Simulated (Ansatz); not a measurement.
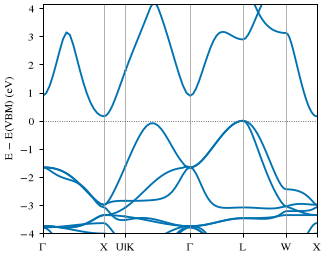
Band structure from LDA (plane waves, PAW; program Ansatz)

Read off the gap and where the band edges lie.

About 0.2 eV (0.16 eV by a search for the band edges); maximum at L, minimum at X.

Which of these materials gives this?
(A) AgI, rock salt
(B) Be2C, fluorite or antifluorite type
(C) CuCl, zinc blende

A, AgI, rock salt

Space group Fm-3m (rock salt). This is a known high-pressure phase of the composition, computed here at zero pressure and temperature. Symmetry was held in the LDA relaxation; phonons show weakly imaginary modes. The run is not spin-polarised. Scalar-relativistic: spin–orbit coupling is off unless named, which matters more the heavier the elements.

Potentials: the earlier of the program's two PAW sets. The files were generated under PBE; for other functionals the program regenerates the frozen cores, and for LDA and PBEsol the local potential too.
